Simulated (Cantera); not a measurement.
Charge: 1 mol BN, 0.71 mol Cl₂, 11 mol N₂, 32 mol HCl, equilibrated at 0.610 bar.

Cantera equilibrium calculation (NASA polynomials, part measured and part estimated; ideal gas, pure solids and liquids). Candidate condensed phases: B, BN, NH₄Cl; 21 gas species. Gases not in the tables: BHCl₂. Equilibrium is a limit: real reactors are often held back by kinetics, nucleation or transport.

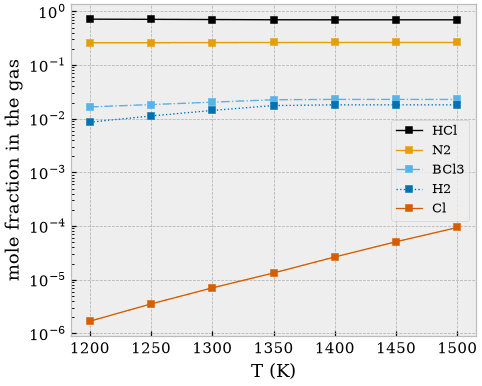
Fig. 1. Equilibrium gas composition (values under 1e-9 drawn at 1e-9)

**Question.** Read off the mole fractions at 1450 K.

**Answer.** HCl about 0.70, N₂ about 0.26, BCl₃ about 0.023, H₂ about 0.018, Cl about 5.1e-5.
